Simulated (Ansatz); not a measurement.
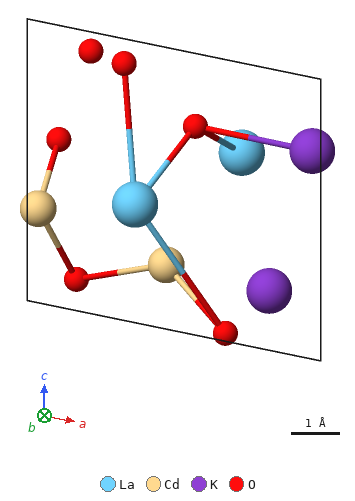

Starting frame of a dynamics run of an amorphous cell of composition KLaCdO$_{3}$ (12 atoms in the cell). A ball-and-stick model of the simulation cell, seen along the b axis. Bonds to atoms that aren't drawn are left out.

These are results of Ansatz 0.2.0, DFT, PAW plane waves, PBE, not measurements.

The input:
```yaml
crystal:
  lattice:
    - [6.209642, -0.366076, -1.348234]
    - [-0.071014, 6.245448, -0.549794]
    - [0.095185, 0.180456, 5.982537]
  atoms:
    - { symbol: La, position: [0.363689, 0.020115, 0.415598] }
    - { symbol: La, position: [0.727567, 0.666806, 0.677519] }
    - { symbol: Cd, position: [0.469834, 0.452226, 0.224167] }
    - { symbol: Cd, position: [0.03366, 0.492123, 0.330185] }
    - { symbol: K, position: [0.821111, 0.918067, 0.206903] }
    - { symbol: K, position: [0.96782, 0.183115, 0.734868] }
    - { symbol: O, position: [0.164005, 0.72564, 0.107298] }
    - { symbol: O, position: [0.103981, 0.774041, 0.590833] }
    - { symbol: O, position: [0.326588, 0.016255, 0.908259] }
    - { symbol: O, position: [0.569333, 0.290945, 0.737324] }
    - { symbol: O, position: [0.67155, 0.258465, 0.02439] }
    - { symbol: O, position: [0.21327, 0.51066, 0.927735] }
kpoints:
  mp_grid: { grid: [3, 3, 3] }
magnetization:
  spin_polarized: false
scf:
  occupations: { method: cold, width: 0.15 }
hamiltonian:
  pseudopotentials: { kind: paw }
  xc: pbe
basis:
  ecutwfc: 420
md:
  timestep: 1.0
  n_steps: 60
  ensemble: npt_langevin
  temperature: 600.0
  initial_velocities: maxwell_boltzmann
  seed: 312209
  pressure: 0.0
```

Run as
```bash
ansatz run input.yaml --threads 2 --pin off --max-ram 2560MiB --backend cpu --events-out ev --progress --plain --runs-dir out
```

> Predict how the run goes.

The mean temperature in the second half is 3549 K (standard deviation 661 K). That is above the set 600 K, because the structure releases potential energy faster than the thermostat removes it. The potential energy is still drifting at the end, so the run hasn't reached equilibrium. The pressure hasn't settled at its target of 0.0 GPa. The potential energy in the second half lies on average 567 meV per atom below the first frame. The mean pressure there is 2.1 GPa. The volume ends +12.2 % from the start. Root-mean-square distances from the starting positions over the second half, with the common drift of all atoms taken out: O 0.70 Å, La 0.40 Å, K 0.31 Å, Cd 0.26 Å. The run lasts only 60 fs, too short to tell vibration from diffusion. The conserved quantity stays between −0.32 and 0.11 meV per atom of its start. A straight-line fit has a slope that amounts to −0.12 meV per atom over 60 fs (under 0.1 % of the mean kinetic energy), and the ripple about it is under 0.1 % of the kinetic energy's fluctuation. With a drift under 2 % and a ripple under 7 %, the integration is accurate.

Along the run (each row but the first and the last is the mean over the interval that it begins):

```
time (fs)  potential energy (meV/atom)  T (K)  p (GPa)
      0.0                          0.0    550     -2.0
      7.0                        -37.4    987     -0.3
     14.0                        -79.0   1197      2.4
     21.0                       -153.9   1633      3.0
     28.0                       -290.1   2409      1.4
     35.0                       -429.5   3046      0.4
     42.0                       -596.3   3870      0.9
     49.0                       -733.9   4321      3.2
     56.0                       -753.1   4128      5.2
```

The paths of the atoms:

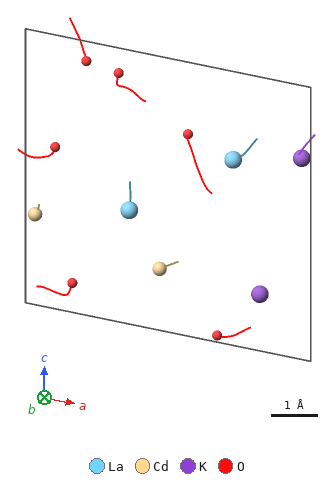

Limits of the set-up: the periodic images lie only 6.0 Å apart, so the values are limited by the cell's size.
